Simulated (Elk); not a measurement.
Band structure of MgAsPt₅ (P4/mmm, 7 atoms in the cell).

```yaml
crystal:
  lattice:
    - [3.89382, 0.00000, 0.00000]
    - [0.00000, 3.89382, 0.00000]
    - [0.00000, 0.00000, 7.02621]
  atoms:
    - { symbol: Mg, position: [0.00000, 0.00000, 0.00000] }
    - { symbol: As, position: [0.50000, 0.50000, 0.50000] }
    - { symbol: Pt, position: [0.50000, 0.50000, 0.00000] }
    - { symbol: Pt, position: [0.00000, 0.50000, 0.27910] }
    - { symbol: Pt, position: [0.00000, 0.50000, 0.72090] }
    - { symbol: Pt, position: [0.50000, 0.00000, 0.27910] }
    - { symbol: Pt, position: [0.50000, 0.00000, 0.72090] }
```

Level of theory: PBEsol, all-electron FP-LAPW, Elk's shipped species files, APW+lo basis with extra local orbitals in Elk.

Settings: xctype = 22; rgkmax = 7.5; stype = 0; swidth = 0.00367493 Ha; ngridk = 6 6 3; gmaxvr = 14 1/bohr; nxlo = 2; lorbcnd = true; rmtscf = 0.85; lmaxi = 2.

The starting cell comes from a database of computed structures (which also holds hypothetical and non-ambient phases and stackings), without a prior relaxation at this level. Its lattice was rescaled by a random factor within 2.5 % of one. Spin-orbit coupling is off. Spin polarisation is off. Values depend on the basis (sphere radii, cutoffs, local orbitals), which need not be converged.

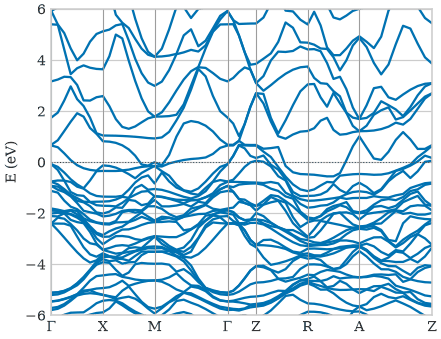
Bands along the path, energies from the Fermi level.

Levels in eV from the Fermi level, bands 84 to 91:
| point | 84 | 85 | 86 | 87 | 88 | 89 | 90 | 91 |
|---|---|---|---|---|---|---|---|---|
| Γ | -0.77 | -0.76 | -0.08 | -0.08 | 0.65 | 0.68 | 1.75 | 3.16 |
| X | -1.71 | -1.54 | -1.35 | -0.34 | -0.13 | 0.82 | 1.04 | 2.59 |
| M | -1.33 | -1.05 | -0.83 | -0.15 | -0.15 | 0.00 | 0.93 | 1.78 |
| Z | -0.80 | 0.05 | 0.16 | 0.65 | 0.67 | 2.70 | 2.70 | 3.10 |
| R | -1.79 | -1.51 | -1.32 | -1.13 | -0.48 | 1.22 | 3.05 | 3.75 |
| A | -1.40 | -1.14 | -0.81 | -0.46 | 1.01 | 1.21 | 1.21 | 1.69 |

Bands cross the Fermi level along this path, so the cell is metallic at this level.
